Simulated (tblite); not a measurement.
Geometry relaxation of C4H7OSSi

The run: geometry relaxation of C4H7OSSi, multiplicity 2. Method and program: GFN2-xTB geometry optimisation, gas phase (tblite 0.8.0).

It belongs to a series of runs on one base structure; here: H removed from sp3 C.

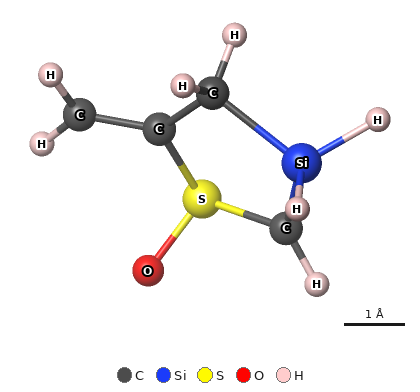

The structure as given in the input (ball-and-stick view, seen at a tilt). Bond lengths as drawn: C–C 1.36 to 1.51 Å, C–H 1.07 to 1.09 Å, C–S 1.78 to 1.81 Å, C–Si 1.82 to 1.91 Å, H–Si 1.47 to 1.50 Å and O–S 1.50 Å.

## Input file
```
{"job": {"kind": "relax", "xc": "GFN2-xTB", "basis": "xTB"}, "charge": 0, "multiplicity": 2}
C      2.232900     0.183700     0.352400
C      0.957500     0.158100    -0.108200
C      0.221000    -1.126600    -0.388200
Si    -1.635000    -0.723300    -0.228500
C     -1.578600     1.090100    -0.129700
S      0.076700     1.726200    -0.304200
O      0.324700     2.516500     0.946800
H      2.727100     1.129400     0.592100
H      2.794600    -0.727900     0.518300
H      0.412900    -1.444100    -1.414200
H      0.491300    -1.930100     0.292200
H     -2.204300    -1.313200     1.025800
H     -2.396900    -1.197500    -1.398300
H     -2.424500     1.658300     0.206600
```

The first line tells a small driver script what to run in tblite; the rest is the geometry in Å.

Run on 1 CPU thread, shared host.

Run as:
```bash
OMP_NUM_THREADS=1 python <driver script> task.json out
```

## What the program printed
```
step      E/eV     max force
  0    -572.27428    2.504
  1    -572.39831    1.420
  2    -572.44206    0.637
  3    -572.46828    0.497
  4    -572.49401    0.486
  5    -572.52140    0.470
  6    -572.53711    0.350
  7    -572.54659    0.294
  8    -572.55383    0.243
  9    -572.56069    0.239
 10    -572.56602    0.192
 11    -572.57108    0.197
 12    -572.57634    0.218
 13    -572.58170    0.224
 14    -572.58690    0.180
 15    -572.59160    0.158
 16    -572.59543    0.168
 17    -572.59875    0.168
 18    -572.60188    0.166
 19    -572.60467    0.115
 20    -572.60697    0.108
 21    -572.60885    0.121
 22    -572.61080    0.117
 23    -572.61350    0.157
 24    -572.61743    0.209
 25    -572.62231    0.217
 26    -572.62695    0.193
 27    -572.63011    0.156
 28    -572.63296    0.196
 29    -572.63601    0.180
 30    -572.64161    0.205
 31    -572.64405    0.213
 32    -572.64864    0.193
 33    -572.65218    0.160
 34    -572.65545    0.153
 35    -572.65726    0.117
 36    -572.65872    0.090
 37    -572.66055    0.118
 38    -572.66279    0.146
 39    -572.66510    0.175
 40    -572.66703    0.142
 41    -572.66813    0.101
 42    -572.66893    0.084
 43    -572.66944    0.049
 44    -572.66968    0.041
 45    -572.66983    0.042
 46    -572.67002    0.045
 47    -572.67030    0.044
 48    -572.67062    0.048
 49    -572.67087    0.038
 50    -572.67111    0.046
 51    -572.67144    0.050
 52    -572.67190    0.058
 53    -572.67245    0.072
 54    -572.67296    0.062
 55    -572.67338    0.043
 56    -572.67374    0.051
 57    -572.67403    0.040
 58    -572.67433    0.042
 59    -572.67469    0.049
 60    -572.67512    0.055
 61    -572.67563    0.065
 62    -572.67623    0.057
 63    -572.67694    0.080
 64    -572.67777    0.093
 65    -572.67850    0.070
 66    -572.67892    0.046
 67    -572.67916    0.049
 68    -572.67943    0.045
 69    -572.67981    0.060
 70    -572.68025    0.052
 71    -572.68058    0.046
 72    -572.68076    0.035
 73    -572.68087    0.033
 74    -572.68101    0.032
 75    -572.68121    0.029
 76    -572.68133    0.023
 77    -572.68140    0.025
 78    -572.68145    0.020
 79    -572.68151    0.020
 80    -572.68157    0.017
 81    -572.68159    0.012
 82    -572.68161    0.007
```

## Trajectory as extended XYZ (Å, eV, eV/Å), 8 of the 83 frames kept, from step=0 to step=82
```
14
Properties=species:S:1:pos:R:3:forces:R:3 step=0 energy=-572.27428
C     2.2329    0.1837    0.3524   -1.5070   0.5180  -0.5140
C     0.9575    0.1581   -0.1082    1.9460  -1.1980   1.0240
C     0.2210   -1.1266   -0.3882   -0.4850   0.7310  -0.2500
Si   -1.6350   -0.7233   -0.2285   -0.6700  -1.1040   0.2170
C    -1.5786    1.0901   -0.1297    0.6200  -0.0170  -0.0420
S     0.0767    1.7262   -0.3042   -0.7660   1.1620   1.4140
O     0.3247    2.5165    0.9468    0.1090  -0.4940  -1.2020
H     2.7271    1.1294    0.5921   -0.2700  -0.4800  -0.1460
H     2.7946   -0.7279    0.5183   -0.1470   0.2200  -0.0500
H     0.4129   -1.4441   -1.4142    0.1990  -0.0800   0.0780
H     0.4913   -1.9301    0.2922    0.3410   0.1210  -0.0950
H    -2.2043   -1.3132    1.0258    0.2020   0.1440  -0.3910
H    -2.3969   -1.1975   -1.3983    0.0700  -0.0280   0.0760
H    -2.4245    1.6583    0.2066    0.3580   0.5050  -0.1190
14
Properties=species:S:1:pos:R:3:forces:R:3 step=12 energy=-572.57634
C     2.1993    0.1846    0.3707   -0.0870   0.0220  -0.0390
C     0.9481    0.1064   -0.0341   -0.0740   0.1440  -0.0080
C     0.1866   -1.1166   -0.3979   -0.0510   0.0910  -0.0150
Si   -1.6952   -0.7781   -0.2328    0.0370  -0.0020  -0.0030
C    -1.5419    1.0459    0.0071   -0.0640  -0.0250  -0.0460
S     0.0448    1.7045   -0.2483    0.0190  -0.1050   0.1520
O     0.3954    2.5970    0.8661    0.1030   0.0140  -0.1920
H     2.6510    1.1379    0.5823    0.0420  -0.0130   0.0690
H     2.7958   -0.7008    0.5040    0.1290  -0.0070   0.0750
H     0.4457   -1.3937   -1.4224   -0.0470  -0.0170   0.0240
H     0.5246   -1.9273    0.2486   -0.0570  -0.0480  -0.0900
H    -2.2156   -1.3790    1.0017   -0.0150  -0.0540  -0.0450
H    -2.4230   -1.2637   -1.4197    0.0770   0.0730   0.1060
H    -2.3163    1.7825    0.1375   -0.0120  -0.0750   0.0110
14
Properties=species:S:1:pos:R:3:forces:R:3 step=23 energy=-572.61350
C     2.1972    0.1876    0.4166   -0.0190  -0.0150  -0.0300
C     0.9505    0.0923   -0.0073    0.0020   0.0200  -0.0080
C     0.1705   -1.1103   -0.4078    0.1310   0.0590   0.0250
Si   -1.7083   -0.7776   -0.1998    0.1380  -0.0200   0.0140
C    -1.5438    1.0369    0.0946    0.0590   0.0190   0.0210
S     0.0376    1.6682   -0.2769    0.0120  -0.0980  -0.0100
O     0.4993    2.6605    0.6999   -0.0740  -0.0260  -0.0680
H     2.6312    1.1510    0.6482   -0.1030  -0.1170  -0.0140
H     2.8379   -0.6740    0.5509   -0.1250   0.0740   0.0480
H     0.3994   -1.3381   -1.4521   -0.0300   0.0050   0.0350
H     0.5056   -1.9652    0.1806    0.0050   0.0140  -0.0510
H    -2.2343   -1.4699    0.9836    0.0140   0.0320  -0.0280
H    -2.4068   -1.2242   -1.4114   -0.0380   0.0320   0.0010
H    -2.3366    1.7622    0.1439    0.0280   0.0210   0.0630
14
Properties=species:S:1:pos:R:3:forces:R:3 step=35 energy=-572.65726
C     2.1281    0.1873    0.5248    0.0030  -0.0080  -0.0250
C     0.9467    0.0758   -0.0437   -0.0180  -0.0060   0.0330
C     0.1991   -1.1311   -0.4710   -0.0400   0.0290  -0.0190
Si   -1.6707   -0.7937   -0.1605    0.0320  -0.0110  -0.0290
C    -1.4881    1.0087    0.1996    0.0400  -0.0260   0.0090
S     0.0133    1.6082   -0.4324   -0.0160   0.0420  -0.0940
O     0.5283    2.7363    0.3452    0.0520  -0.0280   0.0310
H     2.5337    1.1568    0.7606   -0.0140   0.0120   0.0330
H     2.7295   -0.6720    0.7717    0.0230  -0.0070   0.0400
H     0.3711   -1.2838   -1.5393   -0.0420   0.0220   0.0020
H     0.5934   -2.0160    0.0321   -0.0770   0.0860   0.0160
H    -2.2009   -1.5362    0.9850    0.0560   0.0070  -0.0090
H    -2.4261   -1.0797   -1.3861   -0.0290  -0.0930  -0.0200
H    -2.2581    1.7389    0.3769    0.0290  -0.0190   0.0310
14
Properties=species:S:1:pos:R:3:forces:R:3 step=47 energy=-572.67030
C     2.0958    0.1911    0.5574    0.0110  -0.0100   0.0030
C     0.9452    0.0777   -0.0700   -0.0160   0.0290   0.0020
C     0.1936   -1.1198   -0.5089    0.0200   0.0200  -0.0020
Si   -1.6670   -0.7912   -0.1768   -0.0440   0.0040   0.0050
C    -1.4566    1.0058    0.1993   -0.0200  -0.0020  -0.0020
S     0.0211    1.6128   -0.4864    0.0270  -0.0170  -0.0180
O     0.5597    2.7409    0.2744   -0.0020  -0.0080   0.0170
H     2.4909    1.1638    0.8045   -0.0260  -0.0320   0.0080
H     2.6788   -0.6674    0.8522    0.0020   0.0260   0.0030
H     0.3598   -1.2693   -1.5763    0.0020  -0.0040  -0.0300
H     0.5727   -2.0035    0.0011    0.0170  -0.0240  -0.0110
H    -2.1418   -1.5419    0.9870    0.0100   0.0140   0.0160
H    -2.4532   -1.1306   -1.3730    0.0160   0.0040   0.0280
H    -2.1998    1.7312    0.4782    0.0010   0.0020  -0.0160
14
Properties=species:S:1:pos:R:3:forces:R:3 step=59 energy=-572.67469
C     2.0746    0.1848    0.5851   -0.0180  -0.0080  -0.0100
C     0.9460    0.0677   -0.0805    0.0170  -0.0290   0.0160
C     0.1963   -1.1190   -0.5453   -0.0180  -0.0090   0.0110
Si   -1.6576   -0.7942   -0.1568    0.0070   0.0210   0.0020
C    -1.4520    1.0126    0.1718   -0.0150   0.0100   0.0140
S     0.0378    1.6076   -0.5006   -0.0100   0.0020  -0.0320
O     0.5818    2.7234    0.2737   -0.0060   0.0390   0.0220
H     2.4294    1.1644    0.8616    0.0470  -0.0120  -0.0020
H     2.6730   -0.6611    0.8833   -0.0310   0.0060   0.0130
H     0.3308   -1.2343   -1.6224    0.0120   0.0130   0.0150
H     0.5848   -2.0195   -0.0716    0.0170   0.0090  -0.0260
H    -2.0919   -1.5129    1.0429    0.0170   0.0010   0.0020
H    -2.4647   -1.1673   -1.3248   -0.0300  -0.0100   0.0010
H    -2.1889    1.7473    0.4465    0.0120  -0.0330  -0.0250
14
Properties=species:S:1:pos:R:3:forces:R:3 step=70 energy=-572.68025
C     2.0589    0.1656    0.6171   -0.0430  -0.0080   0.0050
C     0.9478    0.0689   -0.0807    0.0300  -0.0350   0.0080
C     0.2004   -1.1025   -0.5835   -0.0480  -0.0190  -0.0020
Si   -1.6452   -0.7994   -0.1359    0.0430   0.0060   0.0050
C    -1.4524    1.0200    0.1174   -0.0100   0.0120   0.0050
S     0.0595    1.6185   -0.5084   -0.0280   0.0050  -0.0160
O     0.5821    2.7236    0.2973   -0.0130   0.0020  -0.0050
H     2.4252    1.1360    0.9062    0.0300   0.0280   0.0250
H     2.6286   -0.6901    0.9389    0.0020  -0.0280  -0.0200
H     0.3071   -1.1554   -1.6689    0.0030   0.0000   0.0180
H     0.6060   -2.0260   -0.1714    0.0010   0.0450  -0.0090
H    -1.9978   -1.4756    1.1152    0.0090  -0.0110   0.0070
H    -2.5157   -1.2358   -1.2332    0.0050  -0.0010  -0.0090
H    -2.2051    1.7517    0.3528    0.0190   0.0030  -0.0110
14
Properties=species:S:1:pos:R:3:forces:R:3 step=82 energy=-572.68161
C     2.0489    0.1568    0.6326   -0.0030  -0.0040   0.0020
C     0.9476    0.0719   -0.0815    0.0000   0.0020   0.0030
C     0.2003   -1.0947   -0.5947    0.0020   0.0020  -0.0020
Si   -1.6379   -0.8004   -0.1234   -0.0020   0.0030  -0.0030
C    -1.4536    1.0231    0.1063    0.0020   0.0020   0.0030
S     0.0590    1.6195   -0.5201    0.0030   0.0020   0.0040
O     0.5722    2.7325    0.2808    0.0000   0.0010  -0.0040
H     2.4260    1.1191    0.9383   -0.0050  -0.0050  -0.0020
H     2.6063   -0.7113    0.9452    0.0030  -0.0010  -0.0020
H     0.2971   -1.1306   -1.6809    0.0010  -0.0050  -0.0010
H     0.6142   -2.0202   -0.1989    0.0040   0.0040   0.0000
H    -1.9589   -1.4773    1.1367    0.0000   0.0060  -0.0030
H    -2.5182   -1.2490   -1.2083    0.0010  -0.0020   0.0040
H    -2.2037    1.7600    0.3309   -0.0060  -0.0040   0.0010
```

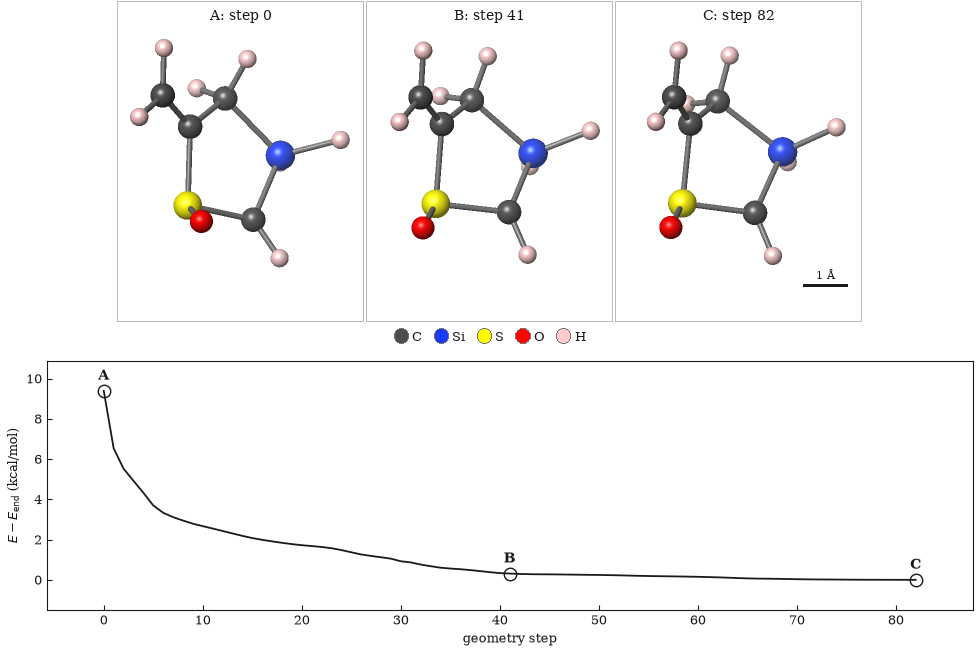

Frames of the relaxation (ball-and-stick view, seen at a tilt) above the curves, on which the letters mark them (steps are counted from 0).

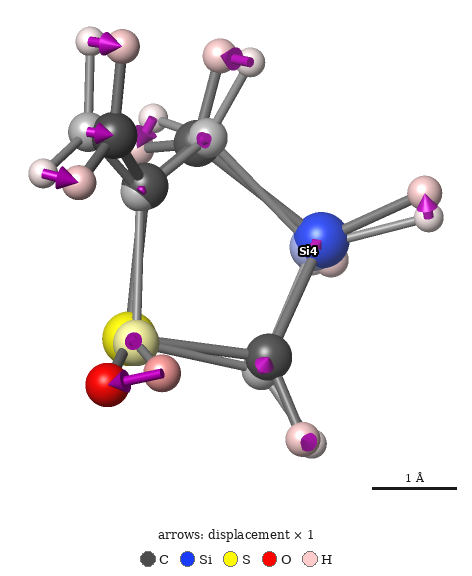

Start (faint) and end (solid) with the displacements as pink arrows, at true length (ball-and-stick view, seen at a tilt). The two geometries are laid on each other by the best rigid fit. Over 82 geometry steps the energy falls by 9.39 kcal/mol. Largest force component: 1.9 eV/Å at the start, 0.006 eV/Å at the end. The largest move after the best rigid fit is that of O7, 0.74 Å. By element the largest moves are O 0.74 Å, H 0.52 Å, C 0.33 Å, S 0.24 Å, Si 0.13 Å. Distances before and after: C1–C2 1.356 → 1.315 Å, C5–S6 1.782 → 1.742 Å, S6–O7 1.500 → 1.464 Å, Si4–H12 1.498 → 1.466 Å. Among the angles that change: C3–C2–S6 118.7° → 109.7°, C1–C2–C3 122.6° → 131.5°, S6–C5–H14 125.0° → 116.5°. (Atoms are counted from 1 in the order of the input.)

## Key numbers

- outcome: converged
- total energy: −572.6816 eV
- wall time: 0.51 s
- peak memory: 0.18 GiB
